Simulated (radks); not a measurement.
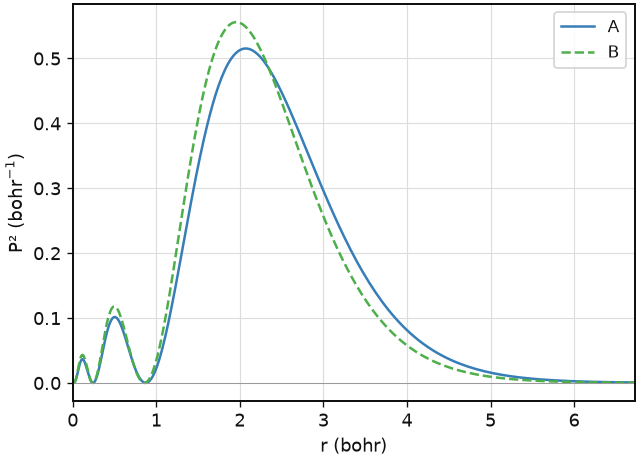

The Zn²⁺ ion was computed in two configurations: [Ar] 3d7 4s1 4p2; [Ar] 3d8 4p2. All numbers are computed, not measured: scalar-relativistic Kohn-Sham, r2SCAN, spin-unpolarised, spherical densities, finite nucleus (the in-house radial solver radks).

The plot shows P² of the 4p orbital in both runs (large components where relativistic).

Which curve belongs to which run?

Answer. A is [Ar] 3d8 4p2 (⟨r⟩ = 2.40 bohr, eigenvalue −20.5 eV); B is [Ar] 3d7 4s1 4p2 (⟨r⟩ = 2.26 bohr, eigenvalue −22.3 eV). The orbital is smaller where the other electrons screen the nucleus less.
